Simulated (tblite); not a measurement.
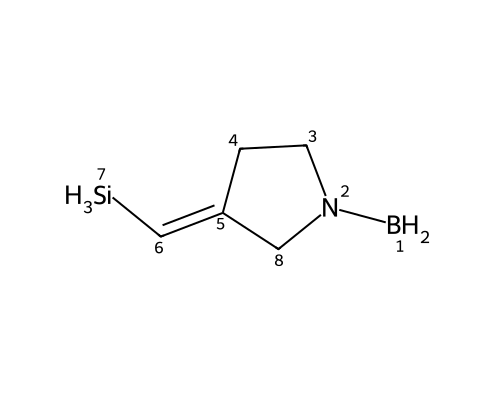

A structural formula, with wedges where it has stereocentres; small numbers name the atoms. The configuration is that of a computed structure (GFN2-xTB).

**Give the R/S and E/Z labels.**

C5=C6: E.
